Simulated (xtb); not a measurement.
**Run report: C2HAlF2O, geometry relaxation (part 3 of 3)**

The same run, continued: C2HAlF2O; GFN2-xTB (xtb 6.7.1). The geometry: force field.

Geometry of the input (Å):
```
F  -0.7711  -1.3581  1.4437
C  -0.2065  -0.5466  0.5023
C  0.9655  -0.6385  -0.1660
O  0.9526  0.5631  -0.9458
Al -0.7053  1.0032  -0.3341
F  -1.9846  2.2878  -0.4593
H  1.8107  -1.3789  -0.0865
```

**The program's output, continued**
```
         #    Occupation            Energy/Eh            Energy/eV
      -------------------------------------------------------------
         1        2.0000           -0.8358550             -22.7448
       ...           ...                  ...                  ...
         4        2.0000           -0.6622764             -18.0215
         5        2.0000           -0.6187074             -16.8359
         6        2.0000           -0.5826150             -15.8538
         7        2.0000           -0.5639015             -15.3445
         8        2.0000           -0.5580415             -15.1851
         9        2.0000           -0.5442222             -14.8090
        10        2.0000           -0.5346051             -14.5473
        11        2.0000           -0.5335957             -14.5199
        12        2.0000           -0.5289932             -14.3946
        13        2.0000           -0.5230757             -14.2336
        14        2.0000           -0.4815105             -13.1026
        15        2.0000           -0.4410950             -12.0028
        16        2.0000           -0.4172402             -11.3537 (HOMO)
        17                         -0.3039901              -8.2720 (LUMO)
        18                         -0.2570413              -6.9945
        19                         -0.1722849              -4.6881
        20                         -0.1490156              -4.0549
        21                         -0.1141980              -3.1075
        22                         -0.1097425              -2.9862
        23                          0.0265748               0.7231
        24                          0.0319987               0.8707
        25                          0.1535970               4.1796
        26                          0.2464192               6.7054
        27                          0.3763838              10.2419
       ...                                ...                  ...
        30                          1.0729542              29.1966
      -------------------------------------------------------------
                  HL-Gap            0.1132501 Eh            3.0817 eV
             Fermi-level           -0.3606152 Eh           -9.8128 eV

     #   Z          covCN         q      C6AA      α(0)
     1   9 F        0.785    -0.184    11.075     3.931
     2   6 C        2.606     0.038    27.158     8.523
     3   6 C        3.518     0.084    20.455     6.671
     4   8 O        1.591    -0.322    19.442     5.950
     5  13 Al       3.001     0.514    90.234    19.358
     6   9 F        0.672    -0.223    11.498     4.003
     7   1 H        0.926     0.094     1.839     2.121

 Mol. C6AA /au·bohr⁶  :        962.190180
 Mol. C8AA /au·bohr⁸  :      37280.123122
 Mol. α(0) /au        :         50.556459

Wiberg/Mayer (AO) data.
largest (>0.10) Wiberg bond orders for each atom

 ---------------------------------------------------------------------------
     #   Z sym  total        # sym  WBO       # sym  WBO       # sym  WBO
 ---------------------------------------------------------------------------
     1   9 F    1.161 --     2 C    0.985
     2   6 C    3.817 --     3 C    1.708     1 F    0.985     5 Al   0.915
                             4 O    0.158
     3   6 C    3.940 --     2 C    1.708     4 O    1.055     7 H    0.939
                             5 Al   0.149
     4   8 O    2.371 --     5 Al   1.100     3 C    1.055     2 C    0.158
     5  13 Al   3.537 --     6 F    1.273     4 O    1.100     2 C    0.915
                             3 C    0.149
     6   9 F    1.366 --     5 Al   1.273
     7   1 H    0.991 --     3 C    0.939
 ---------------------------------------------------------------------------

Topologies differ in total number of bonds
Writing topology from bond orders to xtbtopo.mol

molecular dipole:
                 x           y           z       tot (Debye)
 q only:        0.151      -0.058      -0.049
   full:        0.326      -0.121      -0.109       0.927
molecular quadrupole (traceless):
                xx          xy          yy          xz          yz          zz
 q only:        1.455      -0.177      -1.527       1.496       3.886       0.072
  q+dip:        2.506      -1.156      -1.919       1.585       4.766      -0.587
   full:        1.598       0.556      -2.370       2.957       6.549       0.773
Molecule has the following symmetry elements: (sigma)
It seems to be the Cs point group

           -------------------------------------------------
          |                Geometry Summary                 |
           -------------------------------------------------

      molecular mass/u    :      106.0071623
   center of mass at/Å    :       -0.3852792       0.3311230      -0.0169832
  moments of inertia/u·Å² :        0.8850658E+02   0.2496576E+03   0.3381641E+03
rotational constants/cm⁻¹ :        0.1904676E+00   0.6752300E-01   0.4985045E-01

 * 6 selected distances

     #   Z          #   Z                                           value/Å
     1   9 F        2   6 C                                       1.3362763
     2   6 C        3   6 C                                       1.3448410
     3   6 C        4   8 O                                       1.3710397
     4   8 O        5  13 Al                                      1.7392459 (max)
     5  13 Al       6   9 F                                       1.6385263
     3   6 C        7   1 H                                       1.0776280 (min)

 * 6 distinct bonds (by element types)

   Z      Z             #   av. dist./Å        max./Å        min./Å
   1 H    6 C           1     1.0776280     1.0776280     1.0776280
   6 C    6 C           1     1.3448410     1.3448410     1.3448410
   6 C    8 O           1     1.3710397     1.3710397     1.3710397
   6 C    9 F           1     1.3362763     1.3362763     1.3362763
   8 O   13 Al          1     1.7392459     1.7392459     1.7392459
   9 F   13 Al          1     1.6385263     1.6385263     1.6385263

           -------------------------------------------------
          |               Frequency Printout                |
           -------------------------------------------------
 projected vibrational frequencies (cm⁻¹)
eigval :       -0.00    -0.00    -0.00     0.00     0.00     0.00
eigval :      142.85   156.61   314.71   329.07   393.55   452.55
eigval :      522.13   673.55   797.95   872.48  1060.34  1145.45
eigval :     1155.76  1585.10  3080.11
 reduced masses (amu)
   1: 20.11   2: 18.93   3: 16.63   4: 16.80   5: 17.14   6: 19.21   7: 20.08   8: 20.95
   9: 19.42  10: 14.02  11: 13.69  12: 16.07  13: 17.65  14: 16.44  15:  4.05  16: 22.99
  17: 10.52  18:  6.83  19: 12.60  20: 12.03  21:  1.88
 IR intensities (km·mol⁻¹)
   1:  0.01   2:  0.06   3:  0.19   4:  0.04   5:  0.17   6:  0.01   7: 11.06   8: 10.85
   9: 23.45  10: 11.96  11: 40.99  12:  0.26  13: 14.59  14:  1.73  15: 17.03  16:188.02
  17: 70.67  18: 52.51  19:281.72  20: 28.26  21:  9.02
 Raman intensities (Ä⁴*amu⁻¹)
   1:  0.00   2:  0.00   3:  0.00   4:  0.00   5:  0.00   6:  0.00   7:  0.00   8:  0.00
   9:  0.00  10:  0.00  11:  0.00  12:  0.00  13:  0.00  14:  0.00  15:  0.00  16:  0.00
  17:  0.00  18:  0.00  19:  0.00  20:  0.00  21:  0.00
 output can be read by thermo (or use thermo option).
 writing <g98.out> molden fake output.
 recommended (thermochemical) frequency scaling factor: 1.0
           -------------------------------------------------
          |             Thermodynamic Functions             |
           -------------------------------------------------

cs  symmetry found (for desy threshold:  0.10E+00) used in thermo

          ...................................................
          :                      SETUP                      :
          :.................................................:
          :  # frequencies                          15      :
          :  # imaginary freq.                       0      :
          :  linear?                             false      :
          :  only rotor calc.                    false      :
          :  symmetry                               cs      :
          :  rotational number                       1      :
          :  scaling factor                  1.0000000      :
          :  rotor cutoff                   50.0000000 cm⁻¹ :
          :  imag. cutoff                  -20.0000000 cm⁻¹ :
          :.................................................:

    mode    ω/cm⁻¹     T·S(HO)/kcal·mol⁻¹    T·S(FR)/kcal·mol⁻¹   T·S(vib)
   ------------------------------------------------------------------------
       1    142.85    -0.82449 ( 98.52%)    -0.74541 (  1.48%)    -0.82332
       2    156.61    -0.77231 ( 98.97%)    -0.71818 (  1.03%)    -0.77176
   ------------------------------------------------------------------------

   temp. (K)  partition function   enthalpy   heat capacity  entropy
                                   cal/mol     cal/K/mol   cal/K/mol   J/K/mol
 298.15  VIB   9.61                 2005.911     14.009     11.219
         ROT  0.209E+06              888.752      2.981     27.323
         INT  0.201E+07             2894.663     16.990     38.543
         TR   0.106E+28             1481.254      4.968     39.874
         TOT                        4375.9169    21.9582    78.4165   328.0948

       T/K    H(0)-H(T)+PV         H(T)/Eh          T*S/Eh         G(T)/Eh
   ------------------------------------------------------------------------
    298.15    0.697347E-02    0.358657E-01    0.372582E-01   -0.139255E-02
   ------------------------------------------------------------------------

         :::::::::::::::::::::::::::::::::::::::::::::::::::::
         ::                  THERMODYNAMIC                  ::
         :::::::::::::::::::::::::::::::::::::::::::::::::::::
         :: total free energy         -19.458124063673 Eh   ::
         ::.................................................::
         :: total energy              -19.456731509562 Eh   ::
         :: zero point energy           0.028892208499 Eh   ::
         :: G(RRHO) w/o ZPVE           -0.030284762610 Eh   ::
         :: G(RRHO) contrib.           -0.001392554111 Eh   ::
         :::::::::::::::::::::::::::::::::::::::::::::::::::::

optimized geometry written to: xtbopt.xyz

           -------------------------------------------------
          | TOTAL ENERGY              -19.456731509562 Eh   |
          | TOTAL ENTHALPY            -19.420865833663 Eh   |
          | TOTAL FREE ENERGY         -19.458124063673 Eh   |
          | GRADIENT NORM               0.000554532609 Eh/α |
          | HOMO-LUMO GAP               3.081691569675 eV   |
           -------------------------------------------------

------------------------------------------------------------------------
------------------------------------------------------------------------
 total:
 *  cpu-time:     0 d,  0 h,  0 min,  0.285 sec
 * ratio c/w:     1.000 speedup
 SCF:
 *  cpu-time:     0 d,  0 h,  0 min,  0.008 sec
 * ratio c/w:     1.000 speedup
 ANC optimizer:
 *  cpu-time:     0 d,  0 h,  0 min,  0.055 sec
 * ratio c/w:     0.999 speedup
 analytical hessian:
 *  cpu-time:     0 d,  0 h,  0 min,  0.207 sec
 * ratio c/w:     1.000 speedup
```

**File vibspectrum**
```
$vibrational spectrum
#  mode     symmetry     wave number   IR intensity    selection rules
#                         cm**(-1)      (km*mol⁻¹)        IR
     1                      -0.00         0.00000          -
     2                      -0.00         0.00000          -
     3                      -0.00         0.00000          -
     4                       0.00         0.00000          -
     5                       0.00         0.00000          -
     6                       0.00         0.00000          -
     7        a            142.85        11.06068         YES
     8        a            156.61        10.84921         YES
     9        a            314.71        23.44507         YES
    10        a            329.07        11.95697         YES
    11        a            393.55        40.99109         YES
    12        a            452.55         0.25718         YES
    13        a            522.13        14.59181         YES
    14        a            673.55         1.72580         YES
    15        a            797.95        17.02616         YES
    16        a            872.48       188.01780         YES
    17        a           1060.34        70.66991         YES
    18        a           1145.45        52.51318         YES
    19        a           1155.76       281.72194         YES
    20        a           1585.10        28.26106         YES
    21        a           3080.11         9.01726         YES
$end
```

**Standard error**
```
normal termination of xtb
```

**Trajectory as extended XYZ (Å, eV, eV/Å), 9 frames, from step=0 to step=8**
```
7
Properties=species:S:1:pos:R:3 step=0 energy=-528.36858
F    -0.7711   -1.3581    1.4437
C    -0.2065   -0.5466    0.5023
C     0.9655   -0.6385   -0.1660
O     0.9526    0.5631   -0.9458
Al   -0.7053    1.0032   -0.3341
F    -1.9846    2.2878   -0.4593
H     1.8107   -1.3789   -0.0865
7
Properties=species:S:1:pos:R:3 step=1 energy=-529.05360
F    -0.7406   -1.4469    1.4650
C    -0.2380   -0.5816    0.5493
C     0.9259   -0.5881   -0.1275
O     0.9473    0.5397   -0.9756
Al   -0.6750    1.0420   -0.3458
F    -1.9145    2.2654   -0.4932
H     1.7563   -1.2985   -0.1178
7
Properties=species:S:1:pos:R:3 step=2 energy=-529.37385
F    -0.6729   -1.5095    1.5101
C    -0.2829   -0.6130    0.5926
C     0.8419   -0.5661   -0.1412
O     0.9643    0.5569   -0.9151
Al   -0.6768    1.0482   -0.4196
F    -1.8059    2.2250   -0.5162
H     1.6936   -1.2094   -0.1562
7
Properties=species:S:1:pos:R:3 step=3 energy=-529.40989
F    -0.6557   -1.5654    1.4864
C    -0.2976   -0.6227    0.6036
C     0.8432   -0.5369   -0.1043
O     0.9007    0.5161   -0.9703
Al   -0.6534    1.0878   -0.3562
F    -1.7786    2.2387   -0.5583
H     1.7025   -1.1857   -0.1466
7
Properties=species:S:1:pos:R:3 step=4 energy=-529.43587
F    -0.6300   -1.5788    1.4940
C    -0.2921   -0.6200    0.6164
C     0.8380   -0.5406   -0.1074
O     0.8985    0.5403   -0.9393
Al   -0.6728    1.0675   -0.3640
F    -1.7740    2.2639   -0.5839
H     1.6937   -1.2002   -0.1615
7
Properties=species:S:1:pos:R:3 step=5 energy=-529.44285
F    -0.6038   -1.5927    1.4970
C    -0.2981   -0.6277    0.6172
C     0.8265   -0.5443   -0.1139
O     0.8882    0.5512   -0.9296
Al   -0.6818    1.0591   -0.3661
F    -1.7567    2.2789   -0.5969
H     1.6870   -1.1925   -0.1535
7
Properties=species:S:1:pos:R:3 step=6 energy=-529.44436
F    -0.5932   -1.6006    1.4939
C    -0.3001   -0.6283    0.6222
C     0.8242   -0.5412   -0.1093
O     0.8808    0.5545   -0.9291
Al   -0.6853    1.0562   -0.3657
F    -1.7476    2.2831   -0.6039
H     1.6825   -1.1917   -0.1539
7
Properties=species:S:1:pos:R:3 step=7 energy=-529.44460
F    -0.5903   -1.6007    1.4930
C    -0.3018   -0.6291    0.6219
C     0.8228   -0.5420   -0.1099
O     0.8797    0.5551   -0.9296
Al   -0.6831    1.0593   -0.3600
F    -1.7474    2.2812   -0.6075
H     1.6814   -1.1917   -0.1536
7
Properties=species:S:1:pos:R:3 step=8 energy=-529.44464
F    -0.5914   -1.6004    1.4920
C    -0.3018   -0.6280    0.6223
C     0.8236   -0.5415   -0.1088
O     0.8802    0.5542   -0.9309
Al   -0.6843    1.0580   -0.3620
F    -1.7470    2.2812   -0.6052
H     1.6820   -1.1915   -0.1531
```

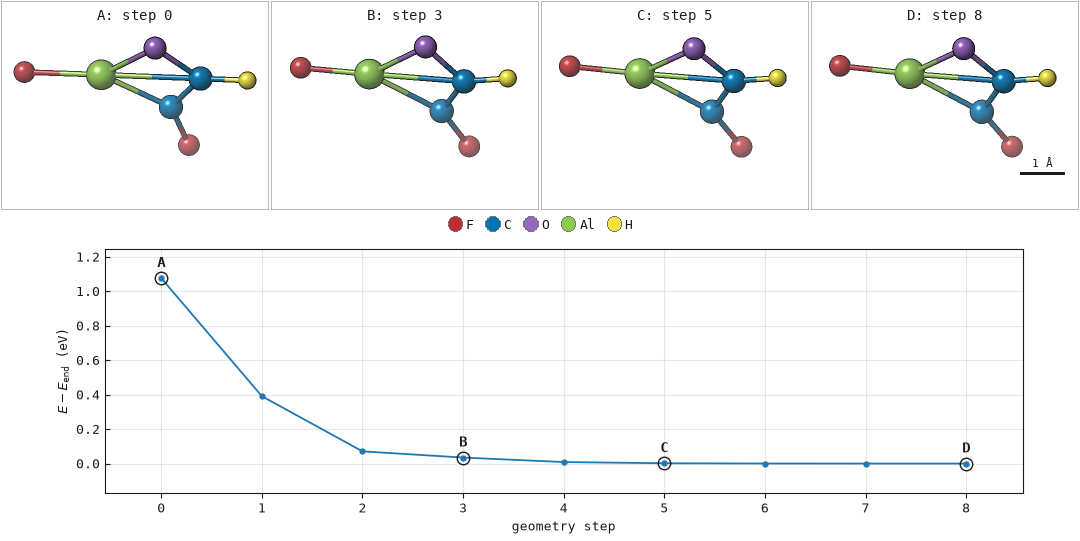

Fig. 1: Frames of the relaxation (ball-and-stick view, seen at a tilt) above the curves, on which the letters mark them (steps are counted from 0).

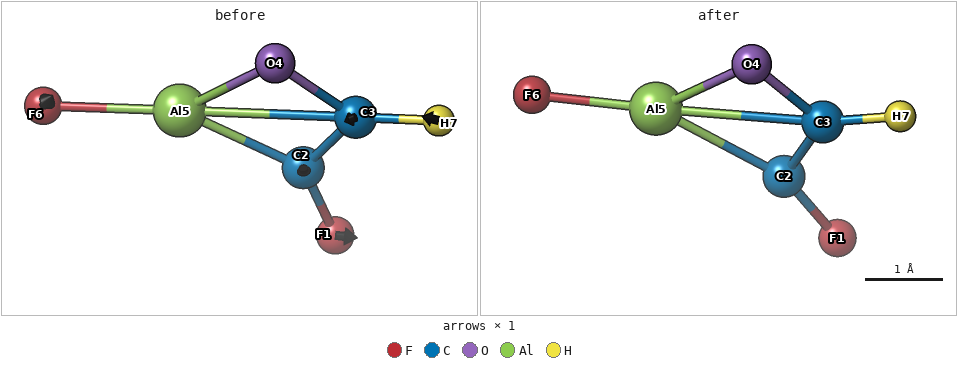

Fig. 2: Before (left) and after (right) the relaxation, at one scale (ball-and-stick view, seen at a tilt). The black arrows give the displacements, at true length. The energy falls by 1.076 eV in 8 geometry steps. F1 moves most after the best rigid fit: 0.31 Å. By element the largest moves are F 0.31 Å, H 0.24 Å, C 0.18 Å, O 0.07 Å, Al 0.07 Å. Distances before and after: Al5–F6 1.817 → 1.639 Å, C2–Al5 1.830 → 1.989 Å, C3–Al5 2.348 → 2.213 Å, O4–Al5 1.821 → 1.739 Å. Among the angles that change: F1–C2–Al5 134.9° → 153.8°, C3–C2–Al5 93.9° → 80.6°, C2–C3–O4 101.8° → 114.3°. (Atoms are counted from 1 in the order of the input.)

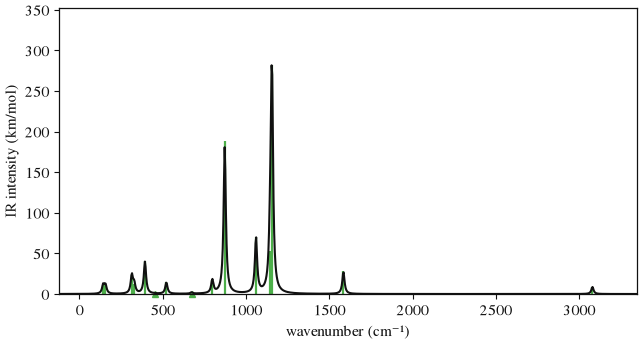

Fig. 3: Harmonic infrared spectrum, unscaled: sticks (degenerate modes added up, dark ones marked on the axis) with a Lorentzian envelope of 16 cm⁻¹ full width, scaled to the tallest stick. 15 modes from 143 to 3080 cm⁻¹, none imaginary. The strongest line is at 1156 cm⁻¹ (282 km/mol). All modes, in cm⁻¹ (km/mol): 143 (11.1), 157 (10.8), 315 (23), 329 (12.0), 394 (41), 453 (0.3), 522 (14.6), 674 (1.7), 798 (17.0), 872 (188), 1060 (71), 1145 (53), 1156 (282), 1585 (28), 3080 (9.0).

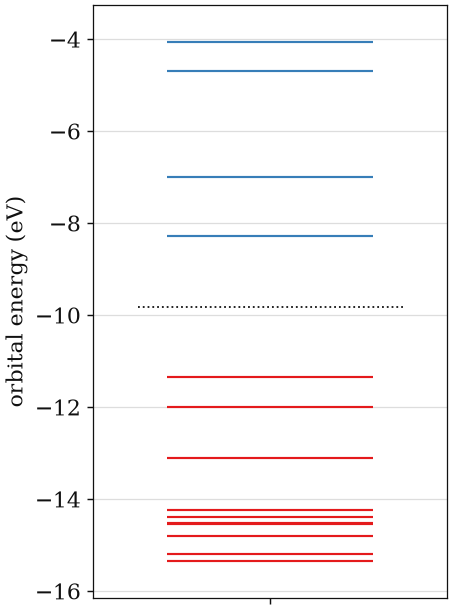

Fig. 4: Orbital energies near the frontier; the dotted line parts filled from empty levels, and levels within 0.02 eV of each other stand side by side. Highest filled −11.35 eV, lowest empty −8.27 eV, 3.08 eV apart.

**Summary**

```json
{"quantity": "outcome", "value": "converged"}
{"quantity": "electrons treated", "value": "32"}
{"quantity": "total energy", "value": "−19.456732 hartree"}
{"quantity": "dispersion energy", "value": "−0.003313 hartree"}
{"quantity": "basis functions", "value": "31"}
{"quantity": "HOMO", "value": "−11.35 eV"}
{"quantity": "LUMO", "value": "−8.27 eV"}
{"quantity": "zero-point energy", "value": "0.028892 hartree"}
{"quantity": "dipole moment", "value": "0.93 D"}
{"quantity": "wavenumbers, lowest and highest", "value": "143 and 3080 cm⁻¹"}
{"quantity": "hardware", "value": "1 thread of AMD EPYC (Zen 3), 176 GiB of memory available, shared host"}
{"quantity": "peak memory", "value": "0.069 GiB"}
```
